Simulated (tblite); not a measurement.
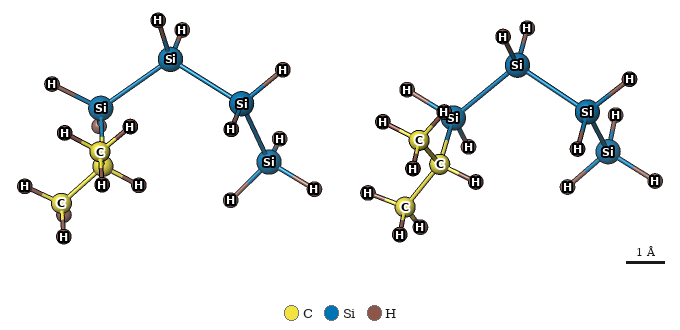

Two geometries of C3H16Si4, drawn at one scale. One is the start of a relaxation, the other its converged end. Style: ball-and-stick. Shown at a tilt.

Method: GFN2-xTB geometry optimisation, gas phase in tblite 0.8.0. 

### Which of the two is the end point?

The left one is the relaxed one. After 218 geometry steps the energy has fallen by 4.50 kcal/mol. The largest move after the best rigid fit is that of an H atom, 0.98 Å. By element the largest moves are H 0.98 Å, C 0.64 Å, Si 0.56 Å. Near-neighbour distances that change, for instance: Si–Si 2.282 → 2.329 Å, H–Si 1.490 → 1.465 Å, Si–Si 2.295 → 2.316 Å, C–H 1.110 → 1.090 Å. Bond angles that change, for instance: Si–Si–Si 107.5° → 114.7°, Si–Si–Si 108.7° → 114.8°, H–Si–H 107.3° → 102.4°. Groups turn about Si–Si by about 30°. Cost: 2.6 s on 1 thread of Arm Neoverse V1, on a shared host.
